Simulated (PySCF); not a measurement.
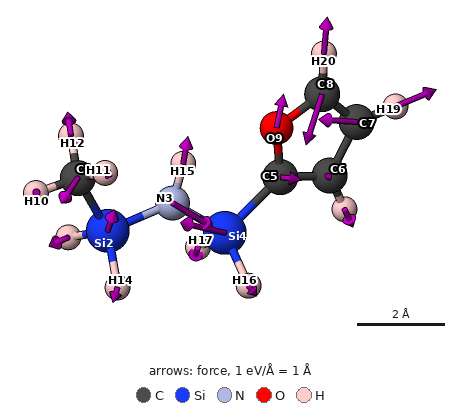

Starting geometry of C₅H₁₁NOSi₂ with the computed forces as purple arrows. Style: ball-and-stick. Shown at a tilt.

The start comes from GFN2-xTB. Its atoms were then displaced at random by about 0.01 Å.

Computed with PySCF, PBE0-D3(BJ)/def2-SVP geometry optimisation, gas phase. 

What follows when this structure is relaxed?

It isn't relaxed: the largest force vector, on a Si atom, is 1.64 eV/Å. The final displacements have little in common with the starting forces (cosine between the two patterns 0.27). The largest move after the best rigid fit is that of an H atom, 0.15 Å. By element the largest moves are H 0.15 Å, C 0.06 Å, Si 0.06 Å, O 0.05 Å, N 0.04 Å. Near-neighbour distances that change, for instance: H–Si 1.460 → 1.497 Å, C–Si 1.840 → 1.874 Å, N–Si 1.761 → 1.734 Å, N–Si 1.718 → 1.744 Å. Among the angles between lasting bonds that change: N–Si–H 109.1° → 112.7°, H–C–H 104.5° → 108.1°, H–Si–H 109.7° → 106.3°. After 5 geometry steps the energy has fallen by 16.9 kJ/mol.
